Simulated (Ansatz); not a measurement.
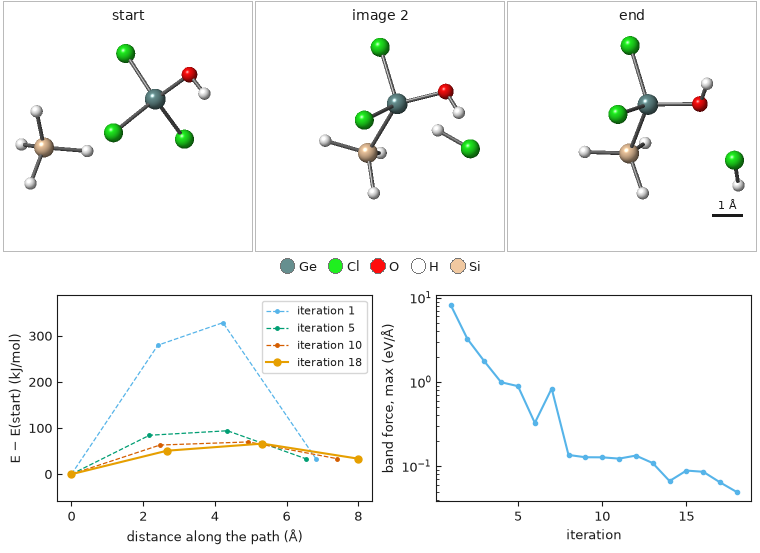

A search for the minimum-energy path of GeSiH$_{5}$OCl$_{3}$, made up at the start of GeHOCl3 and SiH$_{4}$ by the nudged elastic band. Images are numbered from 0 (start) to 3 (end). The plot follows the band through its iterations. Style: ball-and-stick. Shown from a free direction.

Level of theory: RKS PBE/def2-SVP in Ansatz. Set-up: 2 movable images; no climbing image; force threshold 0.05 eV/Å; iteration limit 60; starting path through a guess of the saddle point.

Question: How did the profile develop, and is the result final?

Answer: The run is converged, with reservations. The band converged in 18 iterations. The largest component of the band force went from 8.2 to 0.049 eV/Å. No image climbed, so the highest image needn't lie on the saddle point, and the true maximum along this path can be higher. So few images resolve the path coarsely. The first iteration put the highest image at 328.7 kJ/mol. The energy climbs by 66.4 kJ/mol to image 2 and then falls by 32.6 kJ/mol, so the end point sits at +33.8 kJ/mol.

Limits of the set-up: the start holds two separate molecules, 3.5 Å apart at their closest, whose relative position is a soft coordinate and is computed without a dispersion correction.

The run took 86 s on 4 threads of Arm Neoverse V1, with other jobs on the host, peak memory 0.24 GiB.
